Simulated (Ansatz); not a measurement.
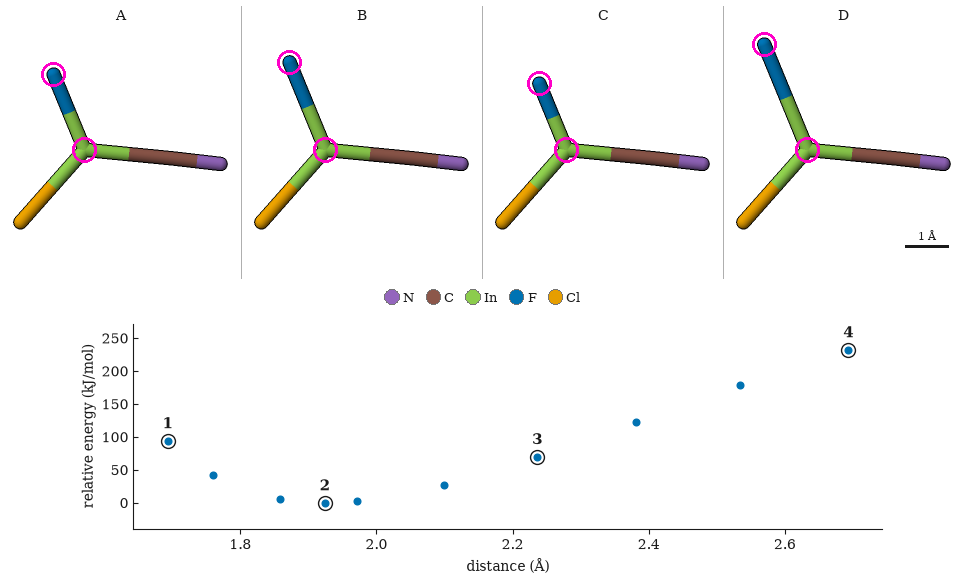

Energy scan for InCNClF, in which the In–F bond length is varied, with the rest of the molecule carried along rigidly. The frames are shuffled; the numbered points of the plot belong to them. The picture is a stick view, seen face on. The ringed atoms are those of the scanned coordinate.

Computed with Ansatz: CCSD(T), basis def2-TZVPP, on geometries moved rigidly from the minimum at PBE0-D4/def2-TZVP. Coupled cluster with a frozen core. Elements past krypton carry the basis set's effective core potentials. Energies are counted from the PBE0-D4/def2-TZVP minimum geometry at the same level.

Which frame belongs to which numbered point?

Point 1 is frame C (the distance 1.693 Å, 94.3 kJ/mol); 2 is frame A (the distance 1.924 Å, 0.0 kJ/mol); 3 is frame B (the distance 2.236 Å, 70.0 kJ/mol); 4 is frame D (the distance 2.693 Å, 232.3 kJ/mol). The lowest computed point lies at the distance 1.924 Å (0.0 kJ/mol). The end points stand at 94.3 kJ/mol (1.693 Å) and 232.3 kJ/mol (2.693 Å). The curvature at the lowest point is about 26 eV/Å² (4.1 mdyn/Å). The well is steeper on the short side, as for any bond. The T1 diagnostic reaches 0.024, so the single-reference result is less sure there.
